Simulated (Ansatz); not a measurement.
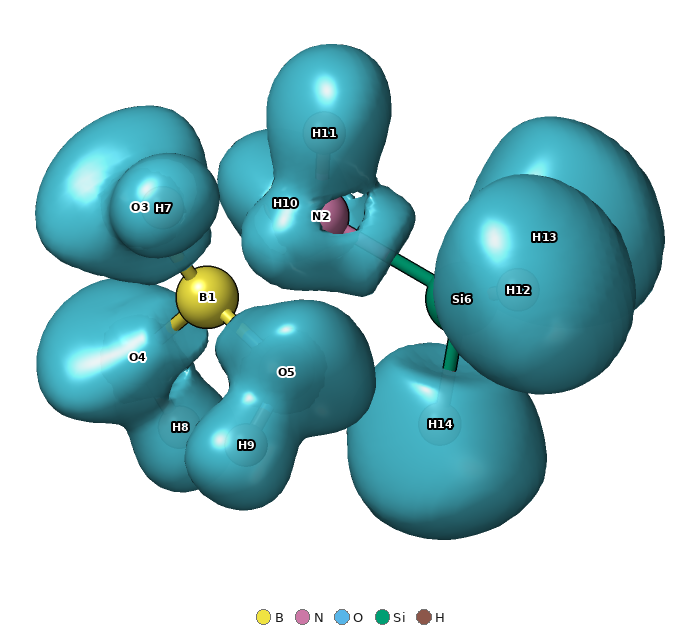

*BH8NO3Si. Isosurface of the electron localisation function at 0.75 (cyan), seen at a tilt. Core shells and regions of very low density are left out.*

Geometry: PBE0-D4/def2-SVP.

Level of theory: isolated molecule in a Gaussian basis; Kohn-Sham density functional theory, functional PBE0 in Ansatz 0.2.0.

Input

```
crystal:
  periodic: [false, false, false]
  atoms:
    - {symbol: B, position_ang: [-1.085065, 0.257563, -0.089818]}
    - {symbol: "N", position_ang: [0.505795, 0.240252, -0.852705]}
    - {symbol: O, position_ang: [-1.657431, 1.482561, -0.498676]}
    - {symbol: O, position_ang: [-1.765143, -0.865103, -0.620447]}
    - {symbol: O, position_ang: [-0.647865, 0.173907, 1.287921]}
    - {symbol: Si, position_ang: [1.731319, -0.472388, 0.260885]}
    - {symbol: H, position_ang: [-1.627294, 2.100420, 0.235206]}
    - {symbol: H, position_ang: [-1.464813, -1.679530, -0.210145]}
    - {symbol: H, position_ang: [-1.339338, -0.189853, 1.847771]}
    - {symbol: H, position_ang: [0.375165, -0.277352, -1.723015]}
    - {symbol: H, position_ang: [0.693792, 1.209282, -1.113293]}
    - {symbol: H, position_ang: [2.054018, 0.490794, 1.338442]}
    - {symbol: H, position_ang: [2.970620, -0.701343, -0.550681]}
    - {symbol: H, position_ang: [1.243239, -1.798411, 0.717455]}
basis:
  gaussian:
    orbitals: def2-SVPD
hamiltonian:
  xc: pbe0
output: {forces: true, orbitals: {seedname: orbitals}}
```

Launched as:

```sh
ansatz run input.yaml --threads 2 --pin off --max-ram 6090MiB --events-out events.jsonl --progress --plain --runs-dir runs
```

**Identify the bonds, lone pairs and shells in this picture.**

At this value the surface marks out three regions around hydrogen nuclei, one joined region spread over several atoms (H, N), in which their bonds and any lone pairs are merged and three joined regions spread over several atoms (H, O), in which their bonds and any lone pairs are merged. Profiles from the grid: B–O (1.41 Å): the ELF peaks at about 0.90 between the atoms: a polar covalent bond. Si–N (1.80 Å): the ELF peaks at about 0.95 between the atoms (a shared but strongly polarised pair).
